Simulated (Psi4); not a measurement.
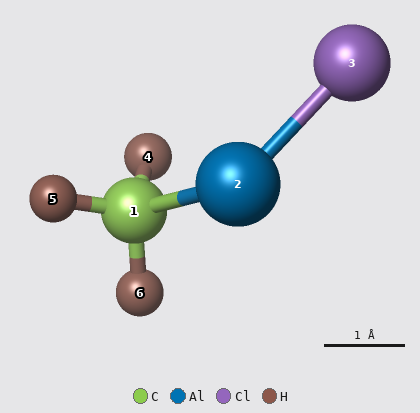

Fig. 1: The structure as given in the input (ball-and-stick view, seen at a tilt; atoms are numbered from 1 in the order of the input). Sticks mark near contacts.

## Frequency calculation, with input and output: CH3AlCl (part 1 of 3)

The run: frequency calculation of CH3AlCl, multiplicity 2, SMILES [CH3][Al][Cl]. Method and program: HF/aug-cc-pVDZ, UHF (Psi4 1.11).

The geometry comes from this level: PBE0-D4/def2-TZVP.

Input file (job.py)
```python
import psi4

psi4.set_memory('1600 MB')
psi4.set_num_threads(1)
psi4.set_output_file('run.log', False)

mol = psi4.geometry("""
0 2
C     -0.441400     0.449000    -0.287200
Al     0.123100    -1.352900     0.254500
Cl     2.028600    -1.546300     1.168800
H      0.335300     1.177300    -0.041400
H     -1.368200     0.727800     0.222100
H     -0.635200     0.481000    -1.363100
units angstrom
symmetry c1
""")

psi4.set_options({
    'basis': 'aug-cc-pVDZ',
    'reference': 'uhf',
    'scf_type': 'df',
    't': 500.0,
    'rotational_symmetry_number': 1,
})

e, wfn = psi4.frequency("hf", molecule=mol, return_wfn=True)
print('E =', round(e, 9))
print('wavenumbers / cm^-1:', wfn.frequencies().np.round(1))
for k in ('ZPVE', 'ENTHALPY', 'GIBBS FREE ENERGY'):
    print(f'{k}: {psi4.variable(k):.8f} Eh')
for k, v in sorted(psi4.core.scalar_variables().items()):
    print(f'{k:45s} {v:18.10f}')
```

Run on 1 thread of Intel Xeon (Sapphire Rapids), 64 GiB of memory available, shared host.

Launch command:
```bash
python job.py
```

The program's output
```
[ 0.00890656  0.00402698  0.00350807]
 [-0.01084491  0.0014797  -0.00526313]
 [ 0.00114774 -0.00066443  0.00063422]
 [-0.00009321 -0.00087335  0.000343  ]
 [ 0.00009005 -0.00093621 -0.00008858]]
  -0.1849679  -0.15659978 -0.03838842 -0.25437188  0.07901362  0.10533071 -0.05406817 -0.0009367  -0.04971352]
 [ 0.05253076  0.38322806  0.04358588  0.0301162  -0.11279273  0.03068741 -0.00229383  0.00273649 -0.00113724
  -0.13476062 -0.17699181 -0.04243082  0.05829861 -0.06064906 -0.03576969 -0.00389111 -0.03553094  0.00506446]
 [-0.00338597  0.04358588  0.49871471 -0.01302889  0.0244813  -0.01498575 -0.00110216  0.00423356  0.00108051
  -0.04178919 -0.05252252 -0.06039664  0.11658515 -0.05265553 -0.09950676 -0.05727893  0.03287732 -0.32490607]
 [-0.0231162   0.0301162  -0.01302889  0.15810263 -0.03674585  0.07713646 -0.12948914  0.00468711 -0.06200163
   0.00249032 -0.01158687  0.00301539 -0.00480345  0.01021336 -0.00424157 -0.00318415  0.00331606 -0.00087976]
 [ 0.01671527 -0.11279273  0.0244813  -0.03674585  0.14225444 -0.03848959  0.01365944 -0.009823    0.00825917
   0.00539988 -0.01501725  0.00481256  0.00084649 -0.00350886  0.00084871  0.00012477 -0.0011126   0.00008785]
 [-0.01095491  0.03068741 -0.01498575  0.07713646 -0.03848959  0.04595391 -0.06339339  0.00409592 -0.02750735
   0.00037518 -0.00304992  0.00051983  0.00092802 -0.004347    0.00001236 -0.00409136  0.01110317 -0.00399301]
 [-0.00088883 -0.00229383 -0.00110216 -0.12948914  0.01365944 -0.06339339  0.13173439 -0.01540978  0.06495273
  -0.00017396  0.00148663 -0.00003693 -0.00039812  0.00119589 -0.00046937 -0.00078434  0.00136165  0.00004912]
 [ 0.00927684  0.00273649  0.00423356  0.00468711 -0.009823    0.00409592 -0.01540978  0.00710732 -0.00873267
  -0.00067819  0.00327879 -0.00091608  0.00086268 -0.00157353  0.00103313  0.00126134 -0.00172607  0.00028614]
 [-0.00288789 -0.00113724  0.00108051 -0.06200163  0.00825917 -0.02750735  0.06495273 -0.00873267  0.02842382
   0.00029824  0.00008777 -0.00046863 -0.00021557  0.00080851 -0.00103047 -0.00014588  0.00071446 -0.00049788]
 [-0.1849679  -0.13476062 -0.04178919  0.00249032  0.00539988  0.00037518 -0.00017396 -0.00067819  0.00029824
   0.20593829  0.15381216  0.04898385 -0.01925688 -0.02080792 -0.00735188 -0.00402987 -0.00296531 -0.00051619]
 [-0.15659978 -0.17699181 -0.05252252 -0.01158687 -0.01501725 -0.00304992  0.00148663  0.00327879  0.00008777
   0.15381216  0.18062963  0.05051783  0.00904255  0.00704168  0.00355603  0.00384531  0.00105896  0.00141081]
 [-0.03838842 -0.04243082 -0.06039664  0.00301539  0.00481256  0.00051983 -0.00003693 -0.00091608 -0.00046863
   0.04898385  0.05051783  0.06302335  0.01095598  0.01286332  0.00328284 -0.02452987 -0.0248468  -0.00596075]
 [-0.25437188  0.05829861  0.11658515 -0.00480345  0.00084649  0.00092802 -0.00039812  0.00086268 -0.00021557
  -0.01925688  0.00904255  0.01095598  0.272993   -0.06708094 -0.12455932  0.00583733 -0.00196939 -0.00369425]
 [ 0.07901362 -0.06064906 -0.05265553  0.01021336 -0.00350886 -0.004347    0.00119589 -0.00157353  0.00080851
  -0.02080792  0.00704168  0.01286332 -0.06708094  0.05866905  0.04149437 -0.00253401  0.00002072  0.00183633]
 [ 0.10533071 -0.03576969 -0.09950676 -0.00424157  0.00084871  0.00001236 -0.00046937  0.00103313 -0.00103047
  -0.00735188  0.00355603  0.00328284 -0.12455932  0.04149437  0.11338062  0.03129143 -0.01116256 -0.01613859]
 [-0.05406817 -0.00389111 -0.05727893 -0.00318415  0.00012477 -0.00409136 -0.00078434  0.00126134 -0.00014588
  -0.00402987  0.00384531 -0.02452987  0.00583733 -0.00253401  0.03129143  0.05622921  0.00119371  0.05475461]
 [-0.0009367  -0.03553094  0.03287732  0.00331606 -0.0011126   0.01110317  0.00136165 -0.00172607  0.00071446
  -0.00296531  0.00105896 -0.0248468  -0.00196939  0.00002072 -0.01116256  0.00119371  0.03728992 -0.0086856 ]
 [-0.04971352  0.00506446 -0.32490607 -0.00087976  0.00008785 -0.00399301  0.00004912  0.00028614 -0.00049788
  -0.00051619  0.00141081 -0.00596075 -0.00369425  0.00183633 -0.01613859  0.05475461 -0.0086856   0.3514963 ]]
threshold  = 1.00e-08
  Integral threshold = 1.00e-12

  ==> Primary Basis <==

  Basis Set: AUG-CC-PVDZ
    Blend: AUG-CC-PVDZ
    Number of shells: 46
    Number of basis functions: 104
    Number of Cartesian functions: 110
    Spherical Harmonics?: true
    Max angular momentum: 2

   => Loading Basis Set <=

    Name: (AUG-CC-PVDZ AUX)
    Role: JKFIT
    Keyword: DF_BASIS_SCF

  ==> Integral Setup <==

  DFHelper Memory: AOs need 0.038 GiB; user supplied 1.118 GiB.
  SCF_SUBTYPE=INCORE selected. In-core MEM_DF algorithm will be used.
  Using in-core AOs.

  ==> MemDFJK: Density-Fitted J/K Matrices <==

    J tasked:                   Yes
    K tasked:                   Yes
    wK tasked:                   No
    Memory [MiB]:              1144
    Algorithm:                 Core
    Schwarz Cutoff:           1E-12
    Mask sparsity (%):       0.0000
    Fitting Condition:        1E-10

   => Auxiliary Basis Set <=

  Basis Set: (AUG-CC-PVDZ AUX)
    Blend: AUG-CC-PVDZ-JKFIT
    Number of shells: 144
    Number of basis functions: 438
    Number of Cartesian functions: 506
    Spherical Harmonics?: true
    Max angular momentum: 3

  Minimum eigenvalue in the overlap matrix is 5.8567621203E-04.
  Reciprocal condition number of the overlap matrix is 6.3536877945E-05.
    Using symmetric orthogonalization.

  ==> Pre-Iterations <==

  SCF Guess: Superposition of Atomic Densities via on-the-fly atomic UHF (no occupation information).

   -------------------------
    Irrep   Nso     Nmo
   -------------------------
     A        104     104
   -------------------------
    Total     104     104
   -------------------------

  ==> Iterations <==

                           Total Energy        Delta E     RMS |[F,P]|

   @DF-UHF iter SAD:  -740.30927690672684   -7.40309e+02   0.00000e+00
   @DF-UHF iter   1:  -740.95999155334141   -6.50715e-01   4.39996e-03 ADIIS/DIIS
   @DF-UHF iter   2:  -741.06421145028673   -1.04220e-01   2.04540e-03 ADIIS/DIIS
   @DF-UHF iter   3:  -741.09001974798173   -2.58083e-02   3.06807e-04 ADIIS/DIIS
   @DF-UHF iter   4:  -741.09180758399134   -1.78784e-03   8.79216e-05 DIIS
   @DF-UHF iter   5:  -741.09193901508945   -1.31431e-04   3.09090e-05 DIIS
   @DF-UHF iter   6:  -741.09196314239625   -2.41273e-05   1.22437e-05 DIIS
   @DF-UHF iter   7:  -741.09196740494451   -4.26255e-06   5.57259e-06 DIIS
   @DF-UHF iter   8:  -741.09196835913849   -9.54194e-07   2.55210e-06 DIIS
   @DF-UHF iter   9:  -741.09196858834514   -2.29207e-07   1.04163e-06 DIIS
   @DF-UHF iter  10:  -741.09196862857948   -4.02343e-08   3.21860e-07 DIIS
   @DF-UHF iter  11:  -741.09196863158581   -3.00633e-09   1.12374e-07 DIIS
   @DF-UHF iter  12:  -741.09196863191085   -3.25031e-10   3.64399e-08 DIIS
   @DF-UHF iter  13:  -741.09196863194597   -3.51292e-11   9.68593e-09 DIIS
  Energy and wave function converged.

  ==> Post-Iterations <==

   @Spin Contamination Metric:   5.739574785E-03
   @S^2 Expected:                7.500000000E-01
   @S^2 Observed:                7.557395748E-01
   @S   Expected:                5.000000000E-01
   @S   Observed:                5.000000000E-01

    Orbital Energies [Eh]
    ---------------------

    Alpha Occupied:

       1A   -104.808531     2A    -58.521361     3A    -11.219185
       4A    -10.536904     5A     -8.004636     6A     -8.001633
       7A     -8.001510     8A     -4.933476     9A     -3.247667
      10A     -3.244531    11A     -3.243084    12A     -1.071311
      13A     -0.940893    14A     -0.566458    15A     -0.559210
      16A     -0.556456    17A     -0.472926    18A     -0.459046
      19A     -0.451478    20A     -0.308933

    Alpha Virtual:

      21A      0.020041    22A      0.032227    23A      0.035222
      24A      0.042321    25A      0.059112    26A      0.073489
      27A      0.074426    28A      0.081288    29A      0.114120
      30A      0.125471    31A      0.139764    32A      0.140261
      33A      0.166565    34A      0.172469    35A      0.173498
      36A      0.180085    37A      0.189527    38A      0.194117
      39A      0.207113    40A      0.234825    41A      0.250835
      42A      0.278940    43A      0.298313    44A      0.314854
      45A      0.327871    46A      0.374050    47A      0.387587
      48A      0.395855    49A      0.404851    50A      0.417775
      51A      0.443384    52A      0.444743    53A      0.445867
      54A      0.462731    55A      0.469684    56A      0.492922
      57A      0.515357    58A      0.519182    59A      0.569240
      60A      0.573114    61A      0.577690    62A      0.586830
      63A      0.624926    64A      0.665024    65A      0.670946
      66A      0.677865    67A      0.699212    68A      0.703341
      69A      0.731295    70A      0.754920    71A      0.852566
      72A      0.862199    73A      0.882727    74A      0.931062
      75A      0.976244    76A      1.004786    77A      1.060849
      78A      1.094950    79A      1.107220    80A      1.183629
      81A      1.340885    82A      1.380613    83A      1.399220
      84A      1.446010    85A      1.451623    86A      1.490875
      87A      1.502531    88A      1.512363    89A      1.590685
      90A      1.745113    91A      1.810631    92A      1.884520
      93A      1.932104    94A      2.041906    95A      2.054276
      96A      2.094312    97A      2.228322    98A      2.241120
      99A      2.348670   100A      2.509752   101A      2.529673
     102A      2.819414   103A      2.928483   104A      2.941039

    Beta Occupied:

       1A   -104.807710     2A    -58.517128     3A    -11.214046
       4A    -10.535956     5A     -8.002282     6A     -8.001257
       7A     -8.000276     8A     -4.925452     9A     -3.241416
      10A     -3.240752    11A     -3.234037    12A     -1.064536
      13A     -0.927700    14A     -0.559472    15A     -0.553616
      16A     -0.537218    17A     -0.458531    18A     -0.458143
      19A     -0.425483

    Beta Virtual:

      20A      0.011026    21A      0.029122    22A      0.033916
      23A      0.039473    24A      0.063173    25A      0.072606
      26A      0.075064    27A      0.085892    28A      0.091228
      29A      0.121923    30A      0.135723    31A      0.143264
      32A      0.147922    33A      0.175007    34A      0.175807
      35A      0.180128    36A      0.185046    37A      0.191914
      38A      0.199852    39A      0.211750    40A      0.245135
      41A      0.253851    42A      0.292067    43A      0.316924
      44A      0.318044    45A      0.330620    46A      0.384020
      47A      0.395508    48A      0.408631    49A      0.414871
      50A      0.420396    51A      0.448936    52A      0.453089
      53A      0.455465    54A      0.477043    55A      0.485535
      56A      0.498491    57A      0.519975    58A      0.535399
      59A      0.574357    60A      0.577222    61A      0.590011
      62A      0.592744    63A      0.633531    64A      0.669565
      65A      0.681227    66A      0.688424    67A      0.704233
      68A      0.711807    69A      0.738312    70A      0.769319
      71A      0.859528    72A      0.873612    73A      0.894851
      74A      0.939486    75A      0.977566    76A      1.011103
      77A      1.064984    78A      1.098823    79A      1.108266
      80A      1.185733    81A      1.353242    82A      1.382674
      83A      1.402752    84A      1.447458    85A      1.453691
      86A      1.493598    87A      1.507124    88A      1.516737
      89A      1.594576    90A      1.750741    91A      1.815503
      92A      1.884400    93A      1.937788    94A      2.043392
      95A      2.056615    96A      2.100478    97A      2.231358
      98A      2.244890    99A      2.350447   100A      2.512007
     101A      2.531925   102A      2.820605   103A      2.930678
     104A      2.943510

    Final Occupation by Irrep:
              A
    DOCC [    19 ]
    SOCC [     1 ]
    NA   [    20 ]
    NB   [    19 ]

  @DF-UHF Final Energy:  -741.09196863194597

   => Energetics <=

    Nuclear Repulsion Energy =            116.1503370439449583
    One-Electron Energy =               -1256.6303712979663487
    Two-Electron Energy =                 399.3880656220753735
    Total Energy =                       -741.0919686319459743

  UHF NO Occupations:
  HONO-2 :   18  A 1.9997224
  HONO-1 :   19  A 1.9976424
  HONO-0 :   20  A 1.0000000
  LUNO+0 :   21  A 0.0023576
  LUNO+1 :   22  A 0.0002776
  LUNO+2 :   23  A 0.0001224
  LUNO+3 :   24  A 0.0000356

Computation Completed

Properties will be evaluated at   0.000000,   0.000000,   0.000000 [a0]

Properties computed using the SCF density matrix

 Multipole Moments:

 ------------------------------------------------------------------------------------
     Multipole            Electronic (a.u.)      Nuclear  (a.u.)        Total (a.u.)
 ------------------------------------------------------------------------------------

 L = 1.  Multiply by 2.5417464519 to convert [e a0] to [Debye]
 Dipole X            :          3.6408473           -4.3824748           -0.7416274
 Dipole Y            :         -5.7393891            5.9498617            0.2104726
 Dipole Z            :          2.5805006           -2.9573384           -0.3768378
 Magnitude           :                                                    0.8580890

 ------------------------------------------------------------------------------------

	total time  =          2 seconds =       0.03 minutes

         ------------------------------------------------------------
                                   SCF GRAD
         ------------------------------------------------------------

  ==> Geometry <==

    Molecular point group: c1
    Full point group: C1

    Geometry (in Angstrom), charge = 0, multiplicity = 2:

       Center              X                  Y                   Z               Mass
    ------------   -----------------  -----------------  -----------------  -----------------
         C           -1.315479635518     1.524467467595    -0.847134771623    12.000000000000
         AL          -0.750979635518    -0.277432532405    -0.305434771623    26.981538530000
         CL           1.154520364482    -0.470832532405     0.608865228377    34.968852682000
         H           -0.538779635518     2.252767467595    -0.601334771623     1.007825032230
         H           -2.242279635518     1.803267467595    -0.337834771623     1.007825032230
         H           -1.509279635518     1.556467467595    -1.923034771623     1.007825032230

  Nuclear repulsion =  116.150337043944958

  ==> Basis Set <==

  Basis Set: AUG-CC-PVDZ
    Blend: AUG-CC-PVDZ
    Number of shells: 46
    Number of basis functions: 104
    Number of Cartesian functions: 110
    Spherical Harmonics?: true
    Max angular momentum: 2

  ==> DFJKGrad: Density-Fitted SCF Gradients <==

    Gradient:                    1
    J tasked:                  Yes
    K tasked:                  Yes
    wK tasked:                  No
    Integrals threads:           1
    Memory [MiB]:             1144
    Schwarz Cutoff:          1E-12
    Fitting Condition:       1E-10

   => Auxiliary Basis Set <=

  Basis Set: (AUG-CC-PVDZ AUX)
    Blend: AUG-CC-PVDZ-JKFIT
    Number of shells: 144
    Number of basis functions: 438
    Number of Cartesian functions: 506
    Spherical Harmonics?: true
    Max angular momentum: 3

  -Total Gradient:
     Atom            X                  Y                   Z
    ------   -----------------  -----------------  -----------------
       1        0.000793765065    -0.003032683982     0.000866426679
       2        0.008906561032     0.004026976729     0.003508068589
       3       -0.010844907742     0.001479704381    -0.005263127037
       4        0.001147738171    -0.000664432659     0.000634217031
       5       -0.000093208780    -0.000873352429     0.000342996194
       6        0.000090052238    -0.000936212042    -0.000088581460

	total time  =          1 seconds =       0.02 minutes

  Based on options and gradient (rms=3.87E-03), recommend projecting translations and projecting rotations.
hessian() will perform analytic frequency computation.

   => Loading Basis Set <=

    Name: AUG-CC-PVDZ
    Role: ORBITAL
    Keyword: BASIS
```
